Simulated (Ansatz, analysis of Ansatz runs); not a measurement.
# Reproducing a measured charge-transition level: Li on a Zn site in ZnO

Subject: Li on a Zn site in ZnO. Wanted: its charge-transition level, in one set-up (HSE06 on PBE structures, 72-site cell, PBE lattice, 420 eV, k: 2x2x2 shifted 0.5 0.5 0.5 then the single point 1/4 1/4 1/4, started with the impurity moved along one bond). The model is a cell of 72 host atoms with 1 Zn taken out and 1 Li put in. The level is the Fermi energy at which two charge states have equal formation energy, after a correction for the images of the charge. Exact exchange opens the gap, stiffens bonds and lessens the self-interaction error, at many times the cost.

Measured beforehand: (0/-1) level above the valence-band top: 0.8 eV (“Acceptors in ZnO”, 2015, McCluskey et al.).

Calculated with Ansatz 0.2.0; plane-wave PAW DFT, PBE; relaxation of all atoms of a defect supercell.

### 1. Starting point

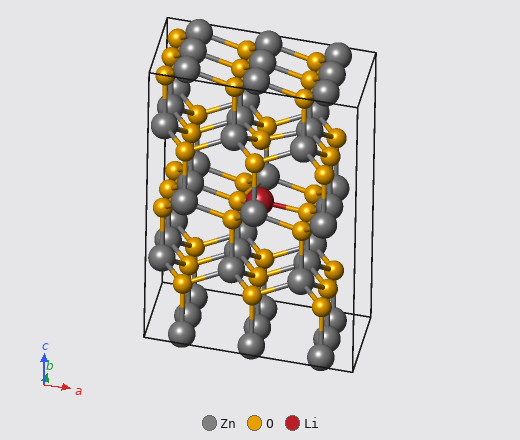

Start, viewed slightly off an axis; zinc grey, oxygen orange, lithium red. Some periodic images of atoms are drawn too.

The cell holds 72 atoms: 35 Zn, 36 O and 1 Li. Its edges and angles: a = 9.839 Å, b = 9.839 Å, c = 10.587 Å, α = 90.0°, β = 90.0°, γ = 120.0°. It derives from ZnO (space group P6_3mc). Nearest the centre at fractional (0.556, 0.444, 0.500): Li38 at 0.25 Å, O60 at 2.00 Å, O28 at 2.00 Å, O36 at 2.00 Å, O39 at 2.21 Å, Zn61 at 3.25 Å, Zn29 at 3.25 Å, Zn37 at 3.25 Å.

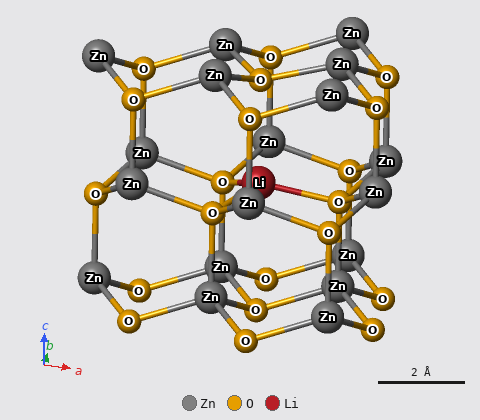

The atoms within 5 Å of the centre.

The host's primitive cell comes from a first run (plane-wave PAW DFT, PBE; relaxation of the host's cell and atoms): vectors of 3.280, 3.280 and 5.293 Å. That is 12.33 Å³ an atom, 3.6 % over the diffraction cell's volume. The supercell is built on it.

### 2. Relaxation, charge 0

Every later number rests on the structure around the defect, so the atoms are relaxed at the host's lattice first.

relax0/input.yaml reads:

```yaml
relax:
  f_tol: 0.02
  max_steps: 80
  random_displacement: { amplitude: 0.02, seed: 847 }
crystal:
  lattice:
    - [9.83855992, 0.0, 0.0]
    - [-4.91927996, 8.52044283, 0.0]
    - [0.0, 0.0, 10.5865021]
  atoms:
    - { symbol: Zn, position: [0.111111111, 0.222222222, 0.249983552] }
    - { symbol: Zn, position: [0.222222222, 0.111111111, -1.6448e-05] }
    - { symbol: O, position: [0.222222222, 0.111111111, 0.189521448] }
    - { symbol: O, position: [0.111111111, 0.222222222, 0.439521448] }
    - { symbol: Zn, position: [0.111111111, 0.222222222, 0.749983552] }
    - { symbol: Zn, position: [0.222222222, 0.111111111, 0.499983552] }
    - { symbol: O, position: [0.222222222, 0.111111111, 0.689521448] }
    - { symbol: O, position: [0.111111111, 0.222222222, 0.939521448] }
    - { symbol: Zn, position: [0.111111111, 0.555555556, 0.249983552] }
    - { symbol: Zn, position: [0.222222222, 0.444444444, -1.6448e-05] }
    - { symbol: O, position: [0.222222222, 0.444444444, 0.189521448] }
    - { symbol: O, position: [0.111111111, 0.555555556, 0.439521448] }
    - { symbol: Zn, position: [0.111111111, 0.555555556, 0.749983552] }
    - { symbol: Zn, position: [0.222222222, 0.444444444, 0.499983552] }
    - { symbol: O, position: [0.222222222, 0.444444444, 0.689521448] }
    - { symbol: O, position: [0.111111111, 0.555555556, 0.939521448] }
    - { symbol: Zn, position: [0.111111111, 0.888888889, 0.249983552] }
    - { symbol: Zn, position: [0.222222222, 0.777777778, -1.6448e-05] }
    - { symbol: O, position: [0.222222222, 0.777777778, 0.189521448] }
    - { symbol: O, position: [0.111111111, 0.888888889, 0.439521448] }
    - { symbol: Zn, position: [0.111111111, 0.888888889, 0.749983552] }
    - { symbol: Zn, position: [0.222222222, 0.777777778, 0.499983552] }
    - { symbol: O, position: [0.222222222, 0.777777778, 0.689521448] }
    - { symbol: O, position: [0.111111111, 0.888888889, 0.939521448] }
    - { symbol: Zn, position: [0.444444444, 0.222222222, 0.249983552] }
    - { symbol: Zn, position: [0.555555556, 0.111111111, -1.6448e-05] }
    - { symbol: O, position: [0.555555556, 0.111111111, 0.189521448] }
    - { symbol: O, position: [0.444444444, 0.222222222, 0.439521448] }
    - { symbol: Zn, position: [0.444444444, 0.222222222, 0.749983552] }
    - { symbol: Zn, position: [0.555555556, 0.111111111, 0.499983552] }
    - { symbol: O, position: [0.555555556, 0.111111111, 0.689521448] }
    - { symbol: O, position: [0.444444444, 0.222222222, 0.939521448] }
    - { symbol: Zn, position: [0.444444444, 0.555555556, 0.249983552] }
    - { symbol: Zn, position: [0.555555556, 0.444444444, -1.6448e-05] }
    - { symbol: O, position: [0.555555556, 0.444444444, 0.189521448] }
    - { symbol: O, position: [0.444444444, 0.555555556, 0.439521448] }
    - { symbol: Zn, position: [0.444444444, 0.555555556, 0.749983552] }
    - { symbol: Li, position: [0.555555556, 0.444444444, 0.476368575] }
    - { symbol: O, position: [0.555555556, 0.444444444, 0.70841343] }
    - { symbol: O, position: [0.444444444, 0.555555556, 0.939521448] }
    - { symbol: Zn, position: [0.444444444, 0.888888889, 0.249983552] }
    - { symbol: Zn, position: [0.555555556, 0.777777778, -1.6448e-05] }
    - { symbol: O, position: [0.555555556, 0.777777778, 0.189521448] }
    - { symbol: O, position: [0.444444444, 0.888888889, 0.439521448] }
    - { symbol: Zn, position: [0.444444444, 0.888888889, 0.749983552] }
    - { symbol: Zn, position: [0.555555556, 0.777777778, 0.499983552] }
    - { symbol: O, position: [0.555555556, 0.777777778, 0.689521448] }
    - { symbol: O, position: [0.444444444, 0.888888889, 0.939521448] }
    - { symbol: Zn, position: [0.777777778, 0.222222222, 0.249983552] }
    - { symbol: Zn, position: [0.888888889, 0.111111111, -1.6448e-05] }
    - { symbol: O, position: [0.888888889, 0.111111111, 0.189521448] }
    - { symbol: O, position: [0.777777778, 0.222222222, 0.439521448] }
    - { symbol: Zn, position: [0.777777778, 0.222222222, 0.749983552] }
    - { symbol: Zn, position: [0.888888889, 0.111111111, 0.499983552] }
    - { symbol: O, position: [0.888888889, 0.111111111, 0.689521448] }
    - { symbol: O, position: [0.777777778, 0.222222222, 0.939521448] }
    - { symbol: Zn, position: [0.777777778, 0.555555556, 0.249983552] }
    - { symbol: Zn, position: [0.888888889, 0.444444444, -1.6448e-05] }
    - { symbol: O, position: [0.888888889, 0.444444444, 0.189521448] }
    - { symbol: O, position: [0.777777778, 0.555555556, 0.439521448] }
    - { symbol: Zn, position: [0.777777778, 0.555555556, 0.749983552] }
    - { symbol: Zn, position: [0.888888889, 0.444444444, 0.499983552] }
    - { symbol: O, position: [0.888888889, 0.444444444, 0.689521448] }
    - { symbol: O, position: [0.777777778, 0.555555556, 0.939521448] }
    - { symbol: Zn, position: [0.777777778, 0.888888889, 0.249983552] }
    - { symbol: Zn, position: [0.888888889, 0.777777778, -1.6448e-05] }
    - { symbol: O, position: [0.888888889, 0.777777778, 0.189521448] }
    - { symbol: O, position: [0.777777778, 0.888888889, 0.439521448] }
    - { symbol: Zn, position: [0.777777778, 0.888888889, 0.749983552] }
    - { symbol: Zn, position: [0.888888889, 0.777777778, 0.499983552] }
    - { symbol: O, position: [0.888888889, 0.777777778, 0.689521448] }
    - { symbol: O, position: [0.777777778, 0.888888889, 0.939521448] }
  host:
    repeats: [3, 3, 2]
    atoms:
      - { symbol: Zn, position: [0.333333333, 0.666666667, 0.499967103] }
      - { symbol: Zn, position: [0.666666667, 0.333333333, -3.2897e-05] }
      - { symbol: O, position: [0.666666667, 0.333333333, 0.379042897] }
      - { symbol: O, position: [0.333333333, 0.666666667, 0.879042897] }
basis:
  ecutwfc: 420
  xc_grid: 2
hamiltonian:
  xc: pbe
kpoints:
  mp_grid: { grid: [2, 2, 2], shift: [0.5, 0.5, 0.5] }
magnetization:
  spin_polarized: true
  initial_magnetization: 1
  spin_locking: { lock_magnetization: hard }
scf:
  occupations: { method: fermi_dirac, width: 0.01 }
  max_iter: 120
output:
  forces: true
  charged_corrections:
    epsilon: [5.21, 5.21, 5.27]
    static_epsilon: [10.56, 10.56, 11.59]
    defect_position: [0.555556, 0.444444, 0.499984]
checkpoint:
  write: "../relax0.run"
  compress: false
  write_wavefunctions: true
  write_every: 100000
```

Command:

```bash
$ ansatz run input.yaml --threads 32 --pin off --max-ram 131891MiB --backend cuda --events-out ev --progress --plain --runs-dir out
```

Numbers of over 12 decimals in the logs are rounded to 6 here.

Log:

```text
[... repeated set-up lines and file paths are left out, and long positions are rounded to six places ...]
Engine: ansatz 0.2.0, aarch64-unknown-linux-gnu
Pseudopotentials: kind: paw
Pseudopotential: Zn, paw, valence charge 12, recommended cutoff 420 eV (normal), Zn.paw.azcp
Pseudopotential: O, paw, valence charge 6, recommended cutoff 420 eV (normal), O.paw.azcp
Pseudopotential: Li, paw, valence charge 3, recommended cutoff 420 eV (normal), Li.paw.azcp
Functional definition: PBE
  parameter kappa = 0.804
  parameter beta = 0.066725
  exchange = pbe_x(kappa = kappa, mu = beta*pi^2/3)
  correlation = pbe_c(beta = beta)
[...]
Crystal: 72 atoms, lattice volume = 887.455 Å³
Basis set: ecut = 420 eV, 17351 PW (Γ), exchange–correlation on 144×144×144 points (8 copies of the dense FFT grid, shifted against one another)
Bands: 392, of which v1, the nominal top of the filled ones, is band 320 counted from 1 (319 counted from 0)
Symmetry: 1 space group operations
k-points: 4 of 8 (time reversal used)
Non-local potential: Zn, projectors of the file, l = 0: 2, l = 1: 2, l = 2: 3, l = 3: 1
Non-local potential: O, projectors of the file, l = 0: 2, l = 1: 2, l = 2: 1
Non-local potential: Li, projectors of the file, l = 0: 3, l = 1: 2, l = 2: 1
PAW form: soft (Blöchl's): semilocal exchange-correlation on the pseudo side does not see the compensation charge
PAW one-centre angular grid: Zn, 590 points (default); XC on 64 Gauss nodes
PAW one-centre angular grid: O, 110 points (default); XC on 64 Gauss nodes
PAW one-centre angular grid: Li, 110 points (default); XC on 64 Gauss nodes
Initial density: superposition of atomic densities (chi_scale 0.1, normalization cell, long waves kept (reshape's long-wave potential 0.19 eV rms))
Starting moments: Σ|m| = 1 μB on 72 of 72 sites
Initial wavefunctions: pseudopotential atomic-orbital guess
[...]
Functional: x = pbe(κ = 0.804, μ = 0.219515), c = pbe(β = 0.066725)
SCF iter   1: F=—  HF=-136828.457458 eV  |Δ(HF+E_count)|=         —  Δρ=5.13e-2 (↑4.95e-2 ↓5.13e-2)  dr2=4.89e1  dr2_m=4.49e-2  M=1.000 μB ∫|m|=1.033 μB  Hψ=13222
preconditioner: auto → Kerker (q_TF=auto, 2.583 Å⁻¹)  [metal: Δε(μ)=0.022 eV  Ē_g=13.653 eV  σ=0.010 eV  W_gap=0.50  n_scr=242 (ndim 8)  ℏωp=31.5 eV  f_vac=0.002  D(μ)=20.41/eV (n_scr^D=144)]
spin=Collinear: Kerker preconditioning applied to the charge; magnetization (m = ρ↑ − ρ↓) channel mixes plain (no charge-response kernel on spin).
SCF iter   2: F=—  HF=-136817.021023 eV  |Δ(HF+E_count)|=    1.14e1  Δρ=2.84e-2 (↑2.77e-2 ↓2.84e-2)  dr2=1.74e1  dr2_m=6.92e-3  M=1.000 μB ∫|m|=1.048 μB  Hψ=5920
SCF iter   3: F=—  HF=-136811.900428 eV  |Δ(HF+E_count)|=    5.12e0  Δρ=1.11e-2 (↑1.04e-2 ↓1.11e-2)  dr2=3.49e0  dr2_m=1.99e-2  M=1.000 μB ∫|m|=1.097 μB  Hψ=3620
[...]
SCF iter  13: F=-136811.303734 eV  HF=-136811.303734 eV  |Δ(HF+E_count)|=   8.43e-7  Δρ=6.46e-6 (↑4.70e-6 ↓6.46e-6)  dr2=9.99e-7  dr2_m=3.68e-8  M=1.000 μB ∫|m|=1.143 μB  Hψ=7990
SCF 1 converged in 13 iterations: F = -136811.303734 eV  dr2 = 9.99e-7
  greatest PAW one-centre occupation: 1.000 electrons in one spin orbital (limit 2), on the Li atom at site 37 (counted from 0), in its partial waves of l = 0
relax step   1: F+E_penalty+E_count = -136811.30373431 eV  Δ(F+E_penalty+E_count) = +0.000e0 eV  max|allowed force component| = 6.781e-1 eV/Å  Δτ_max = 0.0000 Å  (13 SCF iters, dr2 threshold 1.00e-5 eV, accepted)
[... the SCF cycles and remarks between the steps are left out from here to the last step ...]
relax step   2: F+E_penalty+E_count = -136811.52443649 eV  Δ(F+E_penalty+E_count) = -2.207e-1 eV  max|allowed force component| = 4.246e-1 eV/Å  Δτ_max = 0.0833 Å  (8 SCF iters, dr2 threshold 2.87e-5 eV, accepted)
relax step   3: F+E_penalty+E_count = -136811.71233864 eV  Δ(F+E_penalty+E_count) = -1.879e-1 eV  max|allowed force component| = 9.950e-2 eV/Å  Δτ_max = 0.1638 Å  (8 SCF iters, dr2 threshold 1.13e-5 eV, accepted)
relax step   4: F+E_penalty+E_count = -136811.71527885 eV  Δ(F+E_penalty+E_count) = -2.940e-3 eV  max|allowed force component| = 2.041e-2 eV/Å  Δτ_max = 0.0194 Å  (7 SCF iters, dr2 threshold 6.19e-7 eV, accepted)
[...]
SCF iter   1: F=—  HF=-136811.712624 eV  |Δ(HF+E_count)|=         —  Δρ=1.00e-4 (↑8.14e-5 ↓1.00e-4)  dr2=2.32e-4  dr2_m=4.10e-6  M=1.000 μB ∫|m|=1.143 μB  Hψ=7716
[...]
SCF iter   2: F=—  HF=-136811.712591 eV  |Δ(HF+E_count)|=   3.25e-5  Δρ=5.68e-5 (↑5.36e-5 ↓5.68e-5)  dr2=7.08e-5  dr2_m=8.72e-7  M=1.000 μB ∫|m|=1.143 μB  Hψ=3618
SCF iter   3: F=—  HF=-136811.715412 eV  |Δ(HF+E_count)|=   2.82e-3  Δρ=2.20e-5 (↑1.97e-5 ↓2.20e-5)  dr2=1.32e-5  dr2_m=1.51e-7  M=1.000 μB ∫|m|=1.143 μB  Hψ=4997
SCF iter   4: F=—  HF=-136811.715410 eV  |Δ(HF+E_count)|=   2.04e-6  Δρ=5.55e-6 (↑4.47e-6 ↓5.55e-6)  dr2=1.28e-6  dr2_m=1.38e-8  M=1.000 μB ∫|m|=1.143 μB  Hψ=5176
SCF iter   5: F=—  HF=-136811.715410 eV  |Δ(HF+E_count)|=   4.24e-8  Δρ=3.68e-6 (↑3.09e-6 ↓3.68e-6)  dr2=5.60e-7  dr2_m=3.57e-9  M=1.000 μB ∫|m|=1.143 μB  Hψ=5176
[...]
iter 7 did not close the SCF: its close was put off for a magnetic moment that had not settled (scf_convergence_deferred on its scf_iter line)
SCF iter   7: F=-136811.715410 eV  HF=-136811.715410 eV  |Δ(HF+E_count)|=   2.28e-8  Δρ=1.44e-6 (↑1.03e-6 ↓1.44e-6)  dr2=5.33e-8  dr2_m=6.71e-10  M=1.000 μB ∫|m|=1.143 μB  Hψ=8783
SCF iter   8: F=-136811.715410 eV  HF=-136811.715410 eV  |Δ(HF+E_count)|=   7.89e-9  Δρ=2.26e-7 (↑2.09e-7 ↓2.26e-7)  dr2=1.49e-9  dr2_m=1.13e-11  M=1.000 μB ∫|m|=1.143 μB  Hψ=8405
SCF 5 converged in 8 iterations: F = -136811.715410 eV  dr2 = 1.49e-9
relax step   5: F+E_penalty+E_count = -136811.71540982 eV  Δ(F+E_penalty+E_count) = -1.310e-4 eV  max|allowed force component| = 3.041e-3 eV/Å  Δτ_max = 0.0054 Å  (8 SCF iters, accepted)
[...]
NSCF: frozen V_eff on 4 k-points
the band table was solved once a step of the walk had ended and its energy, with any forces and stress, was formed, with the checks that follow a solve (13570 applications of the Hamiltonian). They found nothing against the state; [...]
SCF converged after 8 iterations
Stability checked in part: among states of this total moment the steps that led to this state did not find it unstable. No probe was made; neither looks for a lower state of another moment (fixed_total_moment; see scf.lower_state_search)
Magnetization: 1.0000 μB (320.0000 up, 319.0000 down)
Absolute magnetization: 1.1499 μB (∫|ρ↑−ρ↓|, with the PAW one-centre terms)
Spin contamination: 0.0003 ħ² per cell (⟨S²⟩ above its minimum at these occupations)
Per-site moments (μB) at R_I (Å): [(0.00555612, 0.824521), (0.00518374, 0.822260), (0.018481, 0.825028), [... 6 left out ...]
Free energy (F): -136811.715410 eV
Harris-Foulkes:  -136811.715410 eV  (|F-HF|=7.28e-10)
Internal energy: -136811.711390 eV  (E = F + TS)
E sigma→0 (E₀):  -136811.713400 eV
Entropy (-TS):   -0.004020 eV (-0.056 meV/atom)
Fermi energy:    6.395377 (↑ 7.288781, ↓ 6.371865) eV
--- Per-component energies (eV) ---
  E_band       = 696.263624
  E_kinetic    = 10865.830754
  E_local      = -72147.557723  (includes V_loc(G=0)·N_el)
  E_nonlocal   = 23371.723749
  E_hartree    = 29600.267603
  E_xc         = -7421.995095
  E_vxc        = -5164.233557  (∫ρ·V_xc dr)
  E_paw        = -69830.557891  (= ΣΔE_a)
  E_vpaw       = -15430.108057  (= ΣTr[D̂ρ^β])
  E_aug_tail   = 0.075183  (compensation charges beyond the density's cutoff)
  E_ewald      = -51249.497970
  E_smearing   = -0.004020  (= −TS)
  E_closure    = 0.000000  (closes the sum)
  Σ components = -136811.715410   (vs F -136811.715410, Δ=0.00e0)
--- Forces (eV/Å), atoms counted from 1 ---
  atom   1  Zn    -0.00034074    -0.00018318    -0.00074684
  atom   2  Zn    -0.00022637    -0.00040219     0.00108448
  [... 4 atoms left out ...]
  [... 66 more lines of this table ...]
  max |Σ_I F_I| component: 8.78e-5 eV/Å
--- Band table (eV; the first three rows and the last of 8) ---
  k-point 0 ↑: bands = ["-36.0225", "-11.1678", "-11.0627", "-11.0254", "-10.9973", "-10.9168", "-10.8601", "-10.7893", "-10.7843", [... rest cut ...]
  k-point 1 ↑: bands = ["-36.0225", "-11.1678", "-11.0627", "-11.0253", "-10.9973", "-10.9168", "-10.8601", "-10.7893", "-10.7844", [... rest cut ...]
--- Relaxed structure (5 steps of the walk, 5 accepted, 0 SCFs on fresh bases) ---
  F+E_penalty+E_count = -136811.71540982 eV   max|allowed force component| = 3.041e-3 eV/Å
  atoms:
    - { symbol: Zn, position: [0.111779, 0.222541, 0.250226] }
    - { symbol: Zn, position: [0.223256, 0.111463, -0.000173] }
    [... 4 atoms left out ...]
  [... 66 more lines of this table ...]
```

The job ended after 9.1 s (1 × NVIDIA GB200 with 32 threads of Arm Neoverse V2, shared host; peak memory 4 GiB; 50 s of CPU time).

Relaxation path:

```tsv
step	energy less that of the first step (eV)	largest force component (eV/Å)
1	0.0000	0.6781
2	-0.2207	0.4246
3	-0.4086	0.0995
4	-0.4115	0.0204
5	-0.4117	0.0030
```

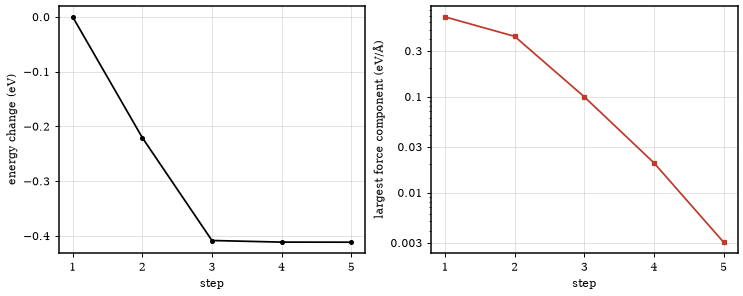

Energy and largest force along the relaxation.

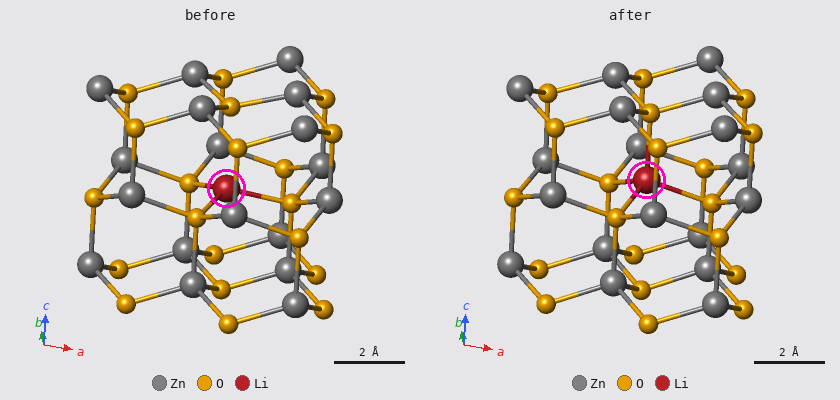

Before and after: the atoms that start within 5 Å of the centre. Li38, which moves most, is ringed if it is among them.

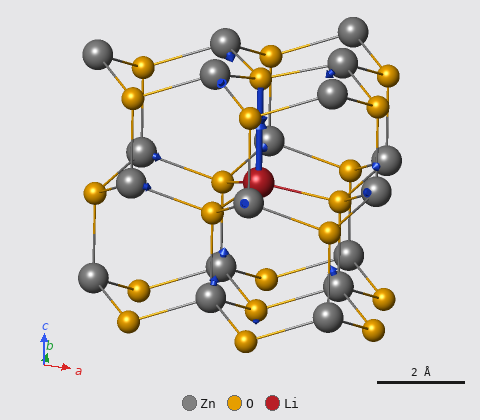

Displacements in the relaxation from the typed sites near the centre, exaggerated; the longest in the cell stands for 0.25 Å.

The atoms that moved most (Å, from the sites as typed, ahead of the random displacement):

```tsv
atom	dx	dy	dz	length
Li38	-0.002	0.001	0.254	0.254
O39	0.000	0.000	-0.195	0.195
Zn29	0.000	0.035	-0.033	0.048
Zn61	-0.030	-0.018	-0.033	0.048
Zn37	0.030	-0.017	-0.033	0.048
Zn25	-0.001	0.017	0.044	0.047
Zn57	-0.015	-0.008	0.044	0.047
Zn33	0.014	-0.008	0.044	0.047
```

Neighbours of Li38 at the end:

```tsv
atom	distance (Å)
O36	2.006
O39	2.008
O28	2.011
O60	2.011
Zn37	3.203
Zn29	3.205
Zn61	3.205
Zn33	3.211
Zn25	3.212
Zn57	3.212
Zn46	3.241
Zn14	3.241
Zn6	3.244
Zn70	3.244
Zn30	3.247
Zn62	3.247
```

Numbers from this step:

```
free energy                           : -136811.7154 eV
smearing term TS                      : 0.004020 eV
total moment                          : 1.0000 μB
integral of the absolute spin density : 1.150 μB
spin contamination                    : 3.27e-4
```

The relaxation ends 5.7 meV an atom lower than the displaced start, with a largest force component of 0.0030 eV/Å.

(Part 1 of 2 ends here.)

[Logs are printed without paths, hosts, clocks, repeated set-up lines and the standing remarks that a program may print on its own settings, such as how far it seeks lower states.]

[Hosts, paths, dates, database ids (printed as entryN), source tags and the programs' standing remarks are cut or masked in the printed files.]

[For some hosts the program warned that the k-mesh of the response run may be too coarse for force constants and the static dielectric constant; such warnings are not shown here.]
